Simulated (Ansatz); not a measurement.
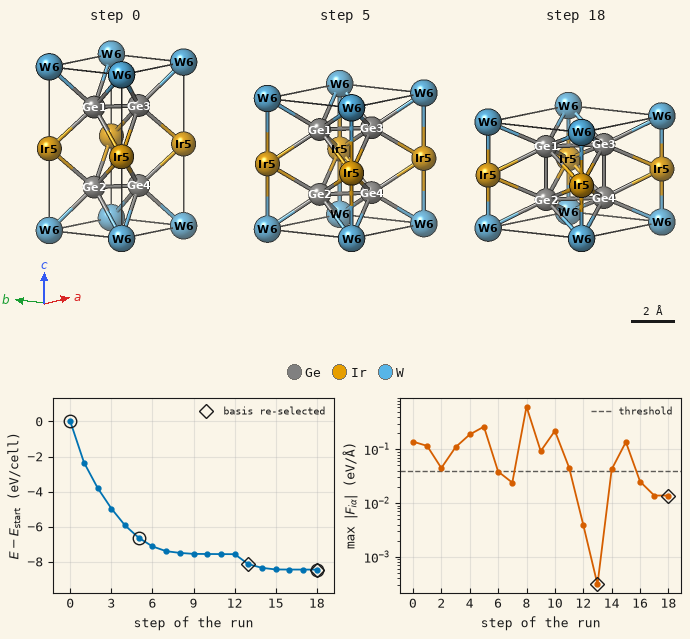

Frames of a relaxation of solid Ge$_{4}$IrW (a generated structure, set up in P6/mmm) (coarse preliminary run), marked on the history of the run. A ball-and-stick model of the cell of the calculation, seen from a free direction.

These are results of DFT PBE, scalar-relativistic, plane waves, PAW in Ansatz 0.2.0, not measurements.

The input:
```yaml
crystal:
  lattice:
    - [3.65406074, 0.0, 0.0]
    - [-1.82703037, 3.16450943, 0.0]
    - [0.0, 0.0, 7.94122156]
  atoms:
    - { symbol: Ge, position: [0.33333333, 0.66666667, 0.74444085] }
    - { symbol: Ge, position: [0.33333333, 0.66666667, 0.25555915] }
    - { symbol: Ge, position: [0.66666667, 0.33333333, 0.74444085] }
    - { symbol: Ge, position: [0.66666667, 0.33333333, 0.25555915] }
    - { symbol: Ir, position: [0.0, 0.0, 0.5] }
    - { symbol: W, position: [0.0, 0.0, 0.0] }
basis:
  ecutwfc: 420
kpoints:
  mp_grid: { grid: [6, 6, 2] }
hamiltonian:
  xc: pbe
scf:
  occupations: { method: gaussian, width: 0.1 }
  lower_state_search: "off"
output:
  forces: true
  stress: true
  eigenvalues: true
relax:
  adjacent_minimum: "off"
  f_tol: 0.04
  max_steps: 70
  cell: { stress_tol: 0.4 }
```

Command:
```bash
ansatz run input.yaml --threads 1 --pin off --max-ram 2560MiB --backend cpu --events-out ev --progress --plain --runs-dir out
```

Q: Describe the path.

A: The largest moves relative to the cell, 0.032 Å, are those of Ge1, Ge2, Ge3 and Ge4. Ge3 goes along +c. Ir and W stay in place. The drawn cell changes as follows: a = b 3.654 → 4.727 Å (+29.4 %), c 7.941 → 5.147 Å (−35.2 %); the volume changes by +8.5 %. Near-neighbour distances that change, for instance: Ge1–Ge2 4.059 → 2.566 Å, Ir5–W6 3.971 → 2.573 Å, Ge1–Ge2 (another image) 3.882 → 2.581 Å, Ge1–Ge3 2.110 → 2.729 Å. New bonds form: Ir5–W6 (3.97 → 2.57 Å). The space group stays P6/mmm (No. 191). The energy falls by 8.454 eV per cell of the calculation in 16 accepted moves (18 points after the start). The largest force component goes from 0.14 to 0.014 eV/Å. Pressure: 36.45 GPa at the start and 0.05 GPa at the end. The SCF was repeated twice at an unchanged geometry on a basis and grid sized afresh for the cell, which shifted the energy by 0.569 eV per cell of the calculation at most. From step 0 to 5: Ge atoms move most (0.02 Å), volume +8.4 %, energy −6.639 eV per cell of the calculation. From step 5 to 18: energy −1.815 eV per cell of the calculation.

Limits of the set-up: the k-point mesh is coarse for a cell with partly filled bands.
